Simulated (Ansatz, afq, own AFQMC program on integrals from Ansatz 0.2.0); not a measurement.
# C2H4BrSi (doublet): quantum Monte Carlo beside coupled cluster as a fragment species, def2-SVP

Aim: compute C2H4BrSi (doublet) with auxiliary-field quantum Monte Carlo on the same integrals as coupled cluster, and set the energies side by side.

The runs use Ansatz 0.2.0, Gaussian basis, and an in-house AFQMC program (afq) on its integrals; all values are calculated; def2-SVP, frozen cores.

Plan: PBE (unrestricted); CCSD(T) on UHF; r2SCAN (unrestricted); PBE0 (unrestricted); B3LYP (unrestricted); CCSD(T) on UHF; wB97M-V (unrestricted); B2PLYP (unrestricted); CCSD(T) on UHF; Phaseless AFQMC, CISD trial on UHF.

1 further run of the same task is left out (it didn't finish).

**1. What is computed**

The geometry is a PBE0/def2-SVP stationary point (not a proven minimum). No spin-orbit coupling is included. The filled d shell of Br may be among the frozen orbitals whatever the setting's name suggests; the logs give the count.

8 atoms, charge 0, spin multiplicity 2.

Atoms are counted from 1 here; the program's logs count them from 0.

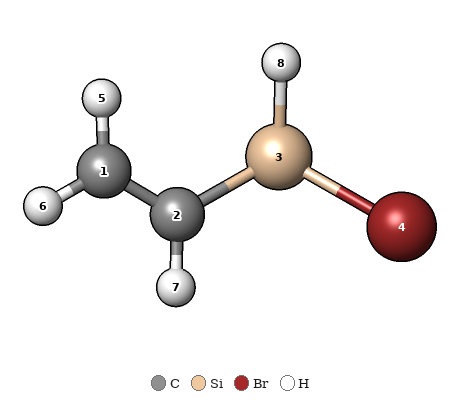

The geometry (carbon grey, silicon light orange, bromine red, hydrogen white); atoms are numbered from 1 in the order of the file.

**2. PBE (unrestricted)**

Contents of in.yaml:

```yaml
crystal:
  periodic: [false, false, false]
  atoms:
    - {symbol: C, position_ang: [0.098554, 0.822150, 1.441356]}
    - {symbol: C, position_ang: [-0.329396, -0.159327, 0.630379]}
    - {symbol: Si, position_ang: [0.269702, -0.350108, -1.111345]}
    - {symbol: Br, position_ang: [0.490934, -2.500796, -1.668167]}
    - {symbol: H, position_ang: [0.882181, 1.526867, 1.139973]}
    - {symbol: H, position_ang: [-0.313078, 0.961250, 2.447149]}
    - {symbol: H, position_ang: [-1.121089, -0.832765, 0.982146]}
    - {symbol: H, position_ang: [1.577892, 0.349130, -1.313991]}
basis:
  gaussian: {orbitals: def2-SVP}
magnetization: {spin_polarized: true, initial_magnetization: 1}
hamiltonian: {xc: {name: PBE}}
output: {orbitals: {seedname: orbitals}}
```

Run with:

```console
> ansatz run in.yaml --threads 1 --pin off --events-out ev --progress --plain --max-ram 5632MiB --backend cpu
```

The program printed:

```text
Functional definition: PBE
  name "PBE"
  cite "Perdew, Burke & Ernzerhof, Phys. Rev. Lett. 77, 3865 (1996) doi:10.1103/PhysRevLett.77.3865"
  parent pbe
  parameter kappa = 0.804
  parameter beta = 0.06672455060314922
  exchange = pbe_x(kappa = kappa, mu = beta*pi^2/3)
  correlation = pbe_c(beta = beta)
1089 factors; their error is unknown
mean field evaluation 1: about -80017.1588 eV, gradient 4.9e1 eV
mean field evaluation 2: about -79871.1402 eV, gradient 1.3e2 eV
mean field evaluation 4: about -80032.0921 eV, gradient 7.6e0 eV
mean field evaluation 8: about -80032.5081 eV, gradient 3.6e-1 eV
mean field evaluation 16: about -80032.4031 eV, gradient 2.9e-4 eV
mean field -80032.40308116 eV, -2941.1365653213 hartree, gradient 4.8e-5 eV, S^2 0.753668; 0 other end points of the search recorded, 0 dependent functions left out
reference -80032.40311468 eV, -2941.1365665533 hartree; 33, 32 occupied and 65, 66 virtual orbitals, 1089 factors
Total energy: -80032.40311468 eV, -2941.1365665533 hartree
```

It took 2.8 s on 1 thread of AMD EPYC 7R13 (Zen 3), shared host; peak memory 1.6 GiB.

From the report: ⟨S²⟩ of the determinant 0.754 (pure doublet: 0.75).

**3. CCSD(T) on UHF**

Edit in.yaml of step 2 so:

```diff
@@ -14,3 +14,2 @@
 magnetization: {spin_polarized: true, initial_magnetization: 1}
-hamiltonian: {xc: {name: PBE}}
-output: {orbitals: {seedname: orbitals}}
+correlation: {method: ccsd_t, electrons: outside_noble_gas, hamiltonian_folder: ham}
```

Run with:

```console
> ansatz run in.yaml --threads 1 --pin off --events-out ev --progress --plain --max-ram 16896MiB --backend cuda --devices 0, --max-vram 18GiB
```

The program printed (excerpt; [...] marks lines left out):

```text
Functional definition: HF
  name "HF"
  cite "Fock, Z. Phys. 61, 126 (1930) doi:10.1007/BF01340294"
  parent pbe
[...]
969 factors; integrals over basis functions are off by at most 1.2e-3 eV
[...]
mean field -79972.69830049 eV, -2938.9424551013 hartree, gradient 3.0e-6 eV, S^2 0.892926; 2 other end points of the search recorded, 0 dependent functions left out
21 core orbitals not correlated: weight in the atoms' cores, before any rotation towards them, 1.000 or more for the frozen orbitals, at most 0.000 for the correlated occupied ones
reference -79972.69830049 eV, -2938.9424551013 hartree; 12, 11 occupied and 65, 66 virtual orbitals, 969 factors
second order -12.29731058 eV of doubles, -0.00000000 eV of singles
cycle   1  -13.16352056 eV  change   -8.7e-1 eV  update   9.6e-2
[...]
cycle  12  -13.75837883 eV  change   -1.8e-7 eV  update   2.1e-5
perturbative correction -0.46237509 eV, -0.0169919710 hartree
Total energy: -79986.91905441 eV, -2939.4650581687 hartree
```

Wall time 9.5 s (1 × NVIDIA H100 80GB HBM3 with 1 thread of AMD EPYC 7R13 (Zen 3), shared host); peak host memory 1.6 GiB.

From the report: ⟨S²⟩ of the determinant 0.893 (pure doublet: 0.75); correlation -14.2208 eV; T1 0.029; largest double amplitude 0.04.

This run also writes the integrals to the folder ham.

**4. r2SCAN (unrestricted)**

Edit in.yaml of step 3 so:

```diff
@@ -14,2 +14,2 @@
 magnetization: {spin_polarized: true, initial_magnetization: 1}
-correlation: {method: ccsd_t, electrons: outside_noble_gas, hamiltonian_folder: ham}
+hamiltonian: {xc: {name: r2SCAN}}
```

Run with:

```console
> ansatz run in.yaml --threads 1 --pin off --events-out ev --progress --plain --max-ram 5632MiB --backend cpu
```

The program printed:

```text
Functional definition: r2SCAN
  name "r2SCAN"
  cite "Furness, Kaplan, Ning, Perdew & Sun, J. Phys. Chem. Lett. 11, 8208 (2020) doi:10.1021/acs.jpclett.0c02405"
  cite "Furness, Kaplan, Ning, Perdew & Sun, J. Phys. Chem. Lett. 11, 9248 (2020) doi:10.1021/acs.jpclett.0c03077"
  parent r2scan
  parameter k0 = 0.174
  parameter k1 = 0.065
  parameter a1 = 4.9479
  exchange = r2scan_x(k0 = k0, k1 = k1, a1 = a1)
  correlation = r2scan_c
1089 factors; their error is unknown
mean field evaluation 1: about -80035.7017 eV, gradient 4.3e1 eV
mean field evaluation 2: about -79954.6221 eV, gradient 1.1e2 eV
mean field evaluation 4: about -80047.6863 eV, gradient 5.0e0 eV
mean field evaluation 8: about -80047.8524 eV, gradient 1.9e-1 eV
mean field evaluation 16: about -80047.7479 eV, gradient 3.8e-3 eV
mean field -80047.74786349 eV, -2941.7004756712 hartree, gradient 3.7e-5 eV, S^2 0.763134; 0 other end points of the search recorded, 0 dependent functions left out
reference -80047.74787358 eV, -2941.7004760419 hartree; 33, 32 occupied and 65, 66 virtual orbitals, 1089 factors
Total energy: -80047.74787358 eV, -2941.7004760419 hartree
```

Wall time 7.5 s (1 thread of AMD EPYC 7R13 (Zen 3), shared host); peak memory 1.6 GiB.

From the report: ⟨S²⟩ of the determinant 0.763 (pure doublet: 0.75).

**5. PBE0 (unrestricted)**

Edit in.yaml of step 4 so:

```diff
@@ -14,2 +14,3 @@
 magnetization: {spin_polarized: true, initial_magnetization: 1}
-hamiltonian: {xc: {name: r2SCAN}}
+hamiltonian: {xc: {name: PBE0}}
+output: {orbitals: {seedname: orbitals}}
```

Launched as before.

The program printed:

```text
Functional definition: PBE0
  name "PBE0"
  cite "Adamo & Barone, J. Chem. Phys. 110, 6158 (1999) doi:10.1063/1.478522"
  cite "Perdew, Burke & Ernzerhof, Phys. Rev. Lett. 77, 3865 (1996) doi:10.1103/PhysRevLett.77.3865"
  parent pbe
  parameter a = 0.25
  parameter kappa = 0.804
  parameter beta = 0.06672455060314922
  exchange = (1 - a)*pbe_x(kappa = kappa, mu = beta*pi^2/3) + a*exact_x
  correlation = pbe_c(beta = beta)
969 factors; integrals over basis functions are off by at most 1.2e-3 eV
mean field evaluation 1: about -80027.4843 eV, gradient 3.6e1 eV
mean field evaluation 2: about -80000.1909 eV, gradient 7.0e1 eV
mean field evaluation 4: about -80035.7832 eV, gradient 3.8e0 eV
mean field evaluation 8: about -80035.9236 eV, gradient 7.6e-1 eV
mean field evaluation 16: about -80035.9287 eV, gradient 1.1e-3 eV
mean field -80035.92872383 eV, -2941.2661302999 hartree, gradient 3.1e-5 eV, S^2 0.758018; 0 other end points of the search recorded, 0 dependent functions left out
reference -80035.92874996 eV, -2941.2661312599 hartree; 33, 32 occupied and 65, 66 virtual orbitals, 969 factors
Total energy: -80035.92874996 eV, -2941.2661312599 hartree
```

Run time: 4.6 s. Hardware: 1 thread of AMD EPYC 7R13 (Zen 3), shared host; peak memory 1.6 GiB.

From the report: ⟨S²⟩ of the determinant 0.758 (pure doublet: 0.75).

**6. B3LYP (unrestricted)**

Edit in.yaml of step 5 so:

```diff
@@ -14,3 +14,2 @@
 magnetization: {spin_polarized: true, initial_magnetization: 1}
-hamiltonian: {xc: {name: PBE0}}
-output: {orbitals: {seedname: orbitals}}
+hamiltonian: {xc: {name: B3LYP}}
```

Same command.

The program printed (excerpt; [...] marks lines left out):

```text
Functional definition: B3LYP
  name "B3LYP"
  cite "Stephens, Devlin, Chabalowski & Frisch, J. Phys. Chem. 98, 11623 (1994) doi:10.1021/j100096a001"
  cite "Becke, Phys. Rev. A 38, 3098 (1988) doi:10.1103/PhysRevA.38.3098"
  cite "Lee, Yang & Parr, Phys. Rev. B 37, 785 (1988) doi:10.1103/PhysRevB.37.785"
  cite "Vosko, Wilk & Nusair, Can. J. Phys. 58, 1200 (1980) doi:10.1139/p80-159"
[...]
969 factors; integrals over basis functions are off by at most 1.2e-3 eV
[...]
mean field -80051.25912072 eV, -2941.8295119940 hartree, gradient 9.8e-6 eV, S^2 0.755592; 0 other end points of the search recorded, 0 dependent functions left out
reference -80051.25936731 eV, -2941.8295210561 hartree; 33, 32 occupied and 65, 66 virtual orbitals, 969 factors
Total energy: -80051.25936731 eV, -2941.8295210561 hartree
```

It took 4.6 s on 1 thread of AMD EPYC 7R13 (Zen 3), shared host; peak memory 1.6 GiB.

From the report: ⟨S²⟩ of the determinant 0.756 (pure doublet: 0.75).

**7. CCSD(T) on UHF**

Edit in.yaml of step 6 so:

```diff
@@ -12,4 +12,4 @@
 basis:
-  gaussian: {orbitals: def2-SVP}
+  gaussian: {orbitals: def2-TZVPP}
 magnetization: {spin_polarized: true, initial_magnetization: 1}
-hamiltonian: {xc: {name: B3LYP}}
+correlation: {method: ccsd_t, electrons: outside_noble_gas}
```

Run with:

```console
> ansatz run in.yaml --threads 1 --pin off --events-out ev --progress --plain --max-ram 16896MiB --backend cuda --devices 0, --max-vram 18GiB
```

The program printed (excerpt; [...] marks lines left out):

```text
Functional definition: HF
  name "HF"
  cite "Fock, Z. Phys. 61, 126 (1930) doi:10.1007/BF01340294"
  parent pbe
[...]
1261 factors; integrals over basis functions are off by at most 8.8e-4 eV
[...]
mean field -79986.47039438 eV, -2939.4485702167 hartree, gradient 6.2e-6 eV, S^2 0.883047; 5 other end points of the search recorded, 0 dependent functions left out
21 core orbitals not correlated: weight in the atoms' cores, before any rotation towards them, 1.000 or more for the frozen orbitals, at most 0.000 for the correlated occupied ones
reference -79986.47039438 eV, -2939.4485702167 hartree; 12, 11 occupied and 175, 176 virtual orbitals, 1261 factors
second order -15.55805637 eV of doubles, -0.00000000 eV of singles
cycle   1  -16.33560659 eV  change   -7.8e-1 eV  update   1.0e-1
[...]
cycle  12  -16.97281621 eV  change   -9.3e-6 eV  update   2.4e-5
perturbative correction -0.77006990 eV, -0.0282995469 hartree
Total energy: -80004.21328050 eV, -2940.1006092548 hartree
```

Wall time 11 s (1 × NVIDIA H100 80GB HBM3 with 1 thread of AMD EPYC 7R13 (Zen 3), shared host); peak host memory 1.6 GiB.

From the report: ⟨S²⟩ of the determinant 0.883 (pure doublet: 0.75); correlation -17.7429 eV; T1 0.028; largest double amplitude 0.04.

**8. wB97M-V (unrestricted)**

Edit in.yaml of step 7 so:

```diff
@@ -12,4 +12,5 @@
 basis:
-  gaussian: {orbitals: def2-TZVPP}
+  gaussian: {orbitals: def2-SVP}
 magnetization: {spin_polarized: true, initial_magnetization: 1}
-correlation: {method: ccsd_t, electrons: outside_noble_gas}
+hamiltonian: {xc: {name: wB97M-V}}
+output: {orbitals: {seedname: orbitals}}
```

Run with:

```console
> ansatz run in.yaml --threads 1 --pin off --events-out ev --progress --plain --max-ram 5632MiB --backend cpu
```

The program printed (excerpt; [...] marks lines left out):

```text
Functional definition: wB97M-V
  name "wB97M-V"
  cite "Mardirossian & Head-Gordon, J. Chem. Phys. 144, 214110 (2016) doi:10.1063/1.4952647"
  cite "Becke, J. Chem. Phys. 107, 8554 (1997) doi:10.1063/1.475007"
  cite "Vydrov & Van Voorhis, J. Chem. Phys. 133, 244103 (2010) doi:10.1063/1.3521275"
  # Of w^i u^j: cxij and so on, Table III.
[...]
  gx(w, u) = 1 - cx + cx01*u + cx10*w
  gss(w, u) = css00 + css04*u^4 + css10*w + css20*w^2 + css43*w^4*u^3
  gos(w, u) = cos00 + cos10*w + (cos20 + cos21*u)*w^2 + (cos60 + cos61*u)*w^6
[...]
      + integral(e_c_pw_mod_opposite_spin*gos(b97_w_opposite, b97_u_opposite)) + vv10(b, c)
969 factors; integrals over basis functions are off by at most 1.2e-3 eV
261 factors; integrals over basis functions are off by at most 8.7e-6 eV
[...]
mean field -80044.22540979 eV, -2941.5710278853 hartree, gradient 7.4e-5 eV, S^2 0.755520; 0 other end points of the search recorded, 0 dependent functions left out
reference -80044.22544762 eV, -2941.5710292754 hartree; 33, 32 occupied and 65, 66 virtual orbitals, 969 factors
Total energy: -80044.22544762 eV, -2941.5710292754 hartree
```

It took 17 s on 1 thread of AMD EPYC 7R13 (Zen 3), shared host; peak memory 1.6 GiB.

From the report: ⟨S²⟩ of the determinant 0.756 (pure doublet: 0.75).

**9. B2PLYP (unrestricted)**

Edit in.yaml of step 8 so:

```diff
@@ -14,3 +14,3 @@
 magnetization: {spin_polarized: true, initial_magnetization: 1}
-hamiltonian: {xc: {name: wB97M-V}}
-output: {orbitals: {seedname: orbitals}}
+hamiltonian: {xc: {name: B2PLYP}}
+correlation: {electrons: outside_noble_gas}
```

The command is unchanged.

The program printed (excerpt; [...] marks lines left out):

```text
Functional definition: B2PLYP
  name "B2PLYP"
  cite "Grimme, J. Chem. Phys. 124, 034108 (2006) doi:10.1063/1.2148954"
  cite "Becke, Phys. Rev. A 38, 3098 (1988) doi:10.1103/PhysRevA.38.3098"
  cite "Lee, Yang & Parr, Phys. Rev. B 37, 785 (1988) doi:10.1103/PhysRevB.37.785"
[...]
969 factors; integrals over basis functions are off by at most 1.2e-3 eV
[...]
mean field -80027.95742874 eV, -2940.9731906084 hartree, gradient 1.7e-6 eV, S^2 0.769007; 0 other end points of the search recorded, 0 dependent functions left out
21 core orbitals not correlated: weight in the atoms' cores, before any rotation towards them, 1.000 or more for the frozen orbitals, at most 0.000 for the correlated occupied ones
reference -80027.95759029 eV, -2940.9731965450 hartree; 12, 11 occupied and 65, 66 virtual orbitals, 969 factors
second order -15.55231956 eV of doubles, -0.00000000 eV of singles
Total energy: -80032.15671657 eV, -2941.1275115896 hartree
```

Run time: 5.5 s. Hardware: 1 thread of AMD EPYC 7R13 (Zen 3), shared host; peak memory 1.6 GiB.

From the report: ⟨S²⟩ of the determinant 0.769 (pure doublet: 0.75).

**10. CCSD(T) on UHF**

Edit in.yaml of step 9 so:

```diff
@@ -12,5 +12,4 @@
 basis:
-  gaussian: {orbitals: def2-SVP}
+  gaussian: {orbitals: "def2-QZVPP.json"}
 magnetization: {spin_polarized: true, initial_magnetization: 1}
-hamiltonian: {xc: {name: B2PLYP}}
-correlation: {electrons: outside_noble_gas}
+correlation: {method: ccsd_t, electrons: outside_noble_gas}
```

Run with:

```console
> ansatz run in.yaml --threads 1 --pin off --events-out ev --progress --plain --max-ram 16896MiB --backend cuda --devices 0, --max-vram 18GiB
```

The program printed (excerpt; [...] marks lines left out):

```text
Functional definition: HF
  name "HF"
  cite "Fock, Z. Phys. 61, 126 (1930) doi:10.1007/BF01340294"
  parent pbe
[...]
2397 factors; integrals over basis functions are off by at most 8.6e-4 eV
[...]
mean field -79988.14776342 eV, -2939.5102123919 hartree, gradient 1.6e-6 eV, S^2 0.882392; 2 other end points of the search recorded, 0 dependent functions left out
21 core orbitals not correlated: weight in the atoms' cores, before any rotation towards them, 1.000 or more for the frozen orbitals, at most 0.000 for the correlated occupied ones
reference -79988.14776342 eV, -2939.5102123919 hartree; 12, 11 occupied and 360, 361 virtual orbitals, 2397 factors
second order -16.81665007 eV of doubles, -0.00000000 eV of singles
cycle   1  -17.41414039 eV  change   -6.0e-1 eV  update   1.0e-1
[...]
cycle  12  -18.06326675 eV  change   -1.3e-5 eV  update   2.5e-5
perturbative correction -0.86620614 eV, -0.0318324885 hartree
Total energy: -80007.07723631 eV, -2940.2058576898 hartree
```

It took 1.7 min on 1 × NVIDIA H100 80GB HBM3 with 1 thread of AMD EPYC 7R13 (Zen 3), shared host; peak host memory 2.1 GiB.

From the report: ⟨S²⟩ of the determinant 0.882 (pure doublet: 0.75); correlation -18.9295 eV; T1 0.028; largest double amplitude 0.02.

**11. Phaseless AFQMC, CISD trial on UHF**

It reads the integrals that the CCSD(T) run on this determinant wrote.

Run with:

```console
> afq ham --method phaseless --trial cisd --walkers 2900 --populations 20 --least-time 60 --time-step 0.005 --steps-per-block 50 --equilibration-blocks 28 --max-blocks 4000 --target-error 0.00029 --factor-cut 1e-05 --start spin_pure --seed 2308 --release-times 0.21,0.42,0.63,0.9 --release-step 0.03 --release-every 5 --taylor-order 6
```

The program printed:

```text
orbitals 77  electrons 12 11  factors 648 of 969
reference energy -2938.94245510 Eh
CCSD correlation -0.50561068 Eh in 15 cycles, weight of the determinant in the CISD state 0.7777
energy of the start -2939.426516 Eh
 block  time / (1/Eh)  mean weight  energy / Eh
     1     0.250  0.9998  -2939.421735
     2     0.500  1.0000  -2939.434109
     3     0.750  1.0006  -2939.445060
     4     1.000  1.0001  -2939.452607
     5     1.250  1.0005  -2939.456842
     6     1.500  0.9995  -2939.458353
     7     1.750  0.9997  -2939.460559
     8     2.000  1.0000  -2939.463393
     9     2.250  1.0001  -2939.463502
    10     2.500  0.9997  -2939.463570
    11     2.750  0.9996  -2939.465379
    13     3.250  1.0002  -2939.463798
    15     3.750  0.9997  -2939.465877
    17     4.250  1.0000  -2939.465659
    19     4.750  0.9999  -2939.466005
    21     5.250  0.9997  -2939.464701
    23     5.750  1.0001  -2939.468375
    25     6.250  1.0000  -2939.467589
    27     6.750  0.9996  -2939.466483
    29     7.250  0.9998  -2939.465304
    31     7.750  1.0003  -2939.465100
    33     8.250  1.0001  -2939.465401
    35     8.750  1.0006  -2939.465415
    37     9.250  1.0001  -2939.467055
    39     9.750  1.0001  -2939.465490
    41    10.250  0.9999  -2939.468413
    43    10.750  1.0005  -2939.469326
    45    11.250  1.0001  -2939.467596
    47    11.750  1.0007  -2939.468643
    49    12.250  0.9998  -2939.466787
    51    12.750  1.0003  -2939.468676
    53    13.250  0.9995  -2939.466373
    55    13.750  1.0001  -2939.465820
    57    14.250  1.0002  -2939.466725
    59    14.750  0.9993  -2939.466541
    61    15.250  1.0002  -2939.465957
    63    15.750  0.9998  -2939.466547
    65    16.250  0.9999  -2939.465796
    67    16.750  1.0002  -2939.465870
    69    17.250  0.9998  -2939.467421
    71    17.750  0.9998  -2939.468366
    73    18.250  0.9997  -2939.468739
    75    18.750  1.0002  -2939.468398
    77    19.250  1.0003  -2939.469277
    79    19.750  1.0000  -2939.468920
    81    20.250  0.9992  -2939.465769
    83    20.750  1.0000  -2939.467637
    85    21.250  1.0002  -2939.466710
    87    21.750  0.9996  -2939.464909
    89    22.250  1.0004  -2939.464109
    91    22.750  0.9997  -2939.466282
    93    23.250  0.9995  -2939.465385
    95    23.750  0.9998  -2939.467114
    97    24.250  1.0001  -2939.466031
    99    24.750  0.9995  -2939.466991
   101    25.250  1.0001  -2939.468228
   103    25.750  0.9999  -2939.468010
   105    26.250  1.0001  -2939.466179
   107    26.750  0.9994  -2939.467078
   109    27.250  1.0002  -2939.469082
   111    27.750  0.9996  -2939.466555
   113    28.250  1.0001  -2939.467591
   115    28.750  1.0000  -2939.466927
   117    29.250  0.9999  -2939.466519
error from the spread of 20 populations
released: time / (1/Eh)  energy / Eh  error  mean overlap
  0.21  -2939.467276  0.000364  1.0000
  0.42  -2939.467273  0.000323  1.0019
  0.63  -2939.467368  0.000378  1.0018
  0.90  -2939.468030  0.000450  0.9951
energy -2939.466981 +/- 0.000282 Eh
```

It took 6.1 min on 1 × NVIDIA H100 80GB HBM3 with 2 threads of AMD EPYC 7R13 (Zen 3), shared host; peak host memory 1.9 GiB.

Energy -79986.9714 ± 0.0077 eV. Caveats: constraint bias not in the error.

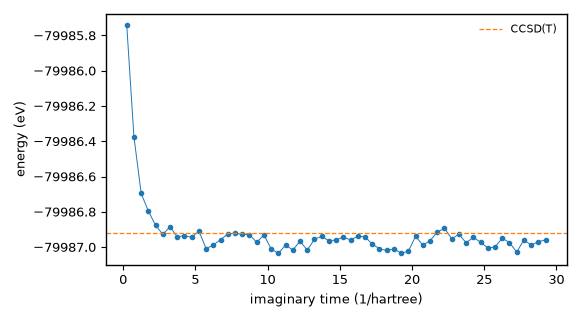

Block energies along the walk.

**12. All levels side by side**

On the UHF determinant, counted from CCSD(T) (a yardstick, not exact):

| level | energy (eV) | from CCSD(T) (kcal/mol) | statistical error (kcal/mol) | time |
| --- | --- | --- | --- | --- |
| HF | -79972.6983 | +327.94 |  |  |
| MP2 | -79984.9956 | +44.36 |  |  |
| CCSD | -79986.4567 | +10.66 |  |  |
| CCSD(T) | -79986.9191 | 0.00 |  |  |
| Phaseless AFQMC, CISD trial, step 0.005, 2900 walkers | -79986.9714 | -1.21 | 0.18 | 6.1 min |

The functionals' totals stand on their own zeros and serve differences with other points: PBE -80032.403 eV; r2SCAN -80047.748 eV; PBE0 -80035.929 eV; B3LYP -80051.259 eV; wB97M-V -80044.225 eV; B2PLYP -80032.157 eV.

**13. Outcome**

```
                                       quantity                  value
Phaseless AFQMC, CISD trial on UHF from CCSD(T)  -1.21 ± 0.18 kcal/mol
```

In words: On UHF the phaseless walk with the CISD trial lies -1.21 kcal/mol from CCSD(T), 7 times its error bar. Error bars are statistical and leave out the constraint, the time step and what remains of the start.
